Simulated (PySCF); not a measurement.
# C$_{2}$H$_{10}$BNSi$_{2}$: what the fields show

```xyz
16

B     2.4417    0.3401   -0.3291
N     1.0662    0.1475   -0.1453
Si    0.3452   -1.4325    0.1385
C    -1.4188   -0.8743    0.5773
C    -1.7007    0.4428   -0.1542
Si   -0.0981    1.4666   -0.1760
H     3.1610   -0.5853   -0.2961
H     2.8503    1.4235   -0.5146
H     1.0183   -2.1143    1.2461
H     0.4013   -2.2246   -1.0966
H    -2.1714   -1.6249    0.3358
H    -1.4875   -0.7058    1.6535
H    -2.5354    0.9730    0.3044
H    -2.0032    0.2248   -1.1801
H     0.0544    2.2568   -1.3997
H     0.0690    2.2956    1.0246
```

Geometry: GFN2-xTB.

These are results of PBE0/pcSseg-1, SCF density, gas phase, non-relativistic in PySCF, not measurements.

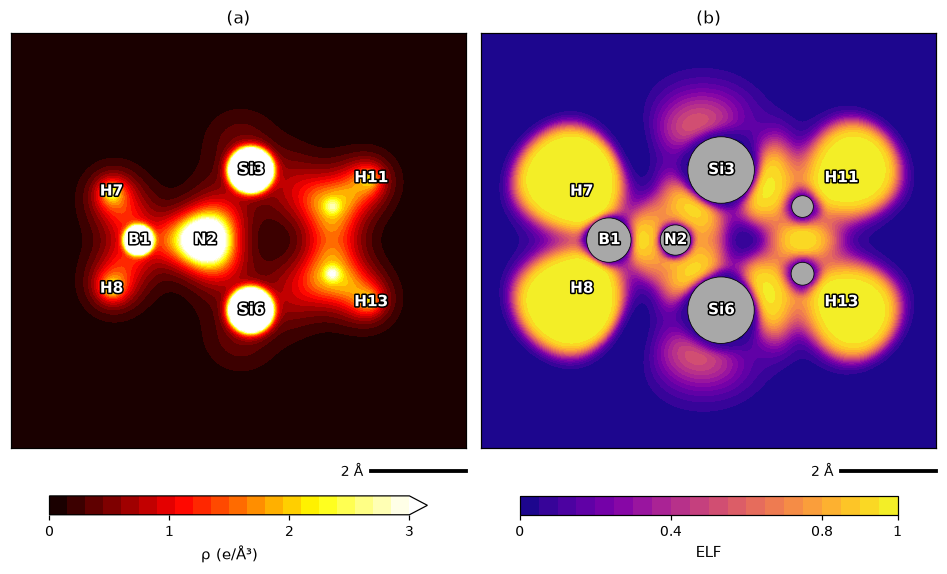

Figure 1. (a) total electron density; (b) electron localisation function on the plane of atoms N2, B1 and H7. Grey discs cover the atomic cores in the ELF map.

Question: Interpret the plot.

Answer: The section cuts through B, N, Si and H sites.
B–N (1.40 Å): the density is about 1.9 e/Å³ at the midpoint; the ELF peaks at about 0.90 between the atoms; a polar covalent bond.
Si–N (1.76 Å): ρ is about 1 e/Å³ halfway; the ELF peaks at about 0.90 between the atoms: a shared but strongly polarised pair.
B–H (1.17 Å): ρ is about 1.3 e/Å³ halfway; the ELF climbs to about 1 towards the hydrogen, as it does in any bond to H; a covalent bond by its length.

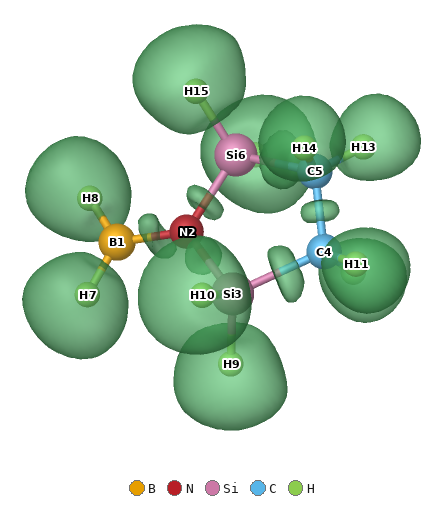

Figure 2. Isosurface of the electron localisation function at 0.85 (green), seen at a tilt. Core shells and regions of very low density are left out.

Question: Identify the bonds, lone pairs and shells in this picture.

Answer: At this value the surface marks out one region between bonded B–N atoms (shared pairs), one region between bonded C–C atoms (shared pairs), two regions between bonded C–Si atoms (shared pairs), two regions between bonded N–Si atoms (shared pairs) and ten regions around hydrogen nuclei. Profiles from the grid: C–C (1.53 Å): the ELF peaks at about 0.95 between the atoms; a covalent bond.

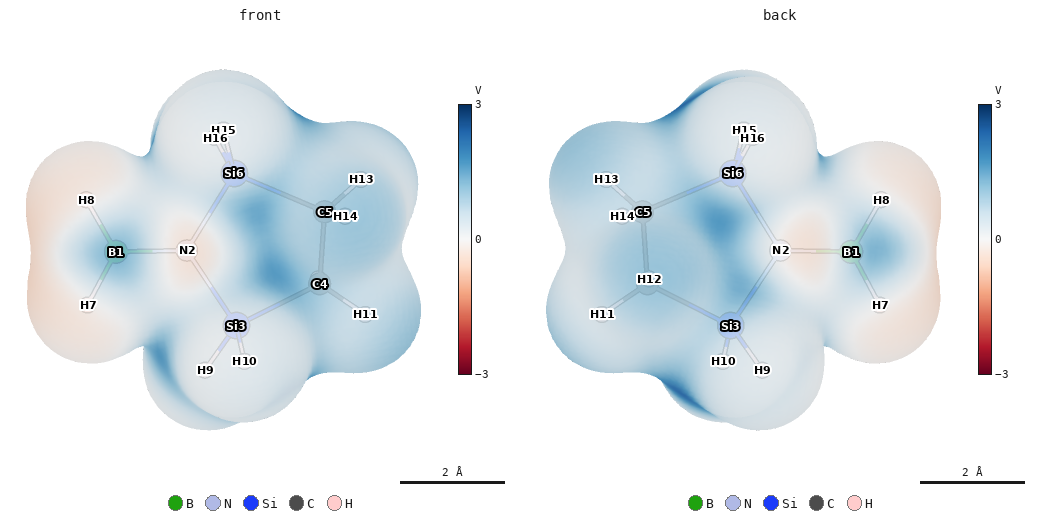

Figure 3. The molecular electrostatic potential painted on the density surface at 0.004 e/bohr³, seen from the front and from behind; the colour scale runs from red (negative) to blue (positive).

Question: Where is the surface potential most negative and most positive?

Answer: The most negative region (about −0.5 V) lies over H7 and H8, the most positive (about +2.2 V) over Si3 and Si6.
